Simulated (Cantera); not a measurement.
Charge: 1 mol SiHCl₃, 1.2 mol C₂H₄, 1.1 mol H₂, held at 7.50 Torr.

These are equilibrium values from Cantera (NASA tables, ideal gas, pure condensed phases), not measurements of a reactor. Candidate condensed phases: C, C₆H₆, C₇H₈, C₈H₁₈, Si, SiC; 109 gas species. The tables' values for SiCl₃ are old estimates; treat these amounts as uncertain. Equilibrium is a limit: real reactors are often held back by kinetics, nucleation or transport.

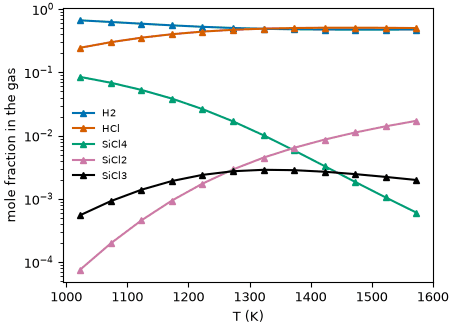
Figure. Equilibrium gas composition (values under 1e-9 drawn at 1e-9)

From 1023 K to 1573 K the condensed part is C(graphite) + SiC(s). The main Si-bearing gas is SiCl₄ at 1023 K and SiCl₂ at 1573 K. The share of Si in condensed phases is highest at 1423 K (91.8 %) and lowest at 1023 K (55.7 %).
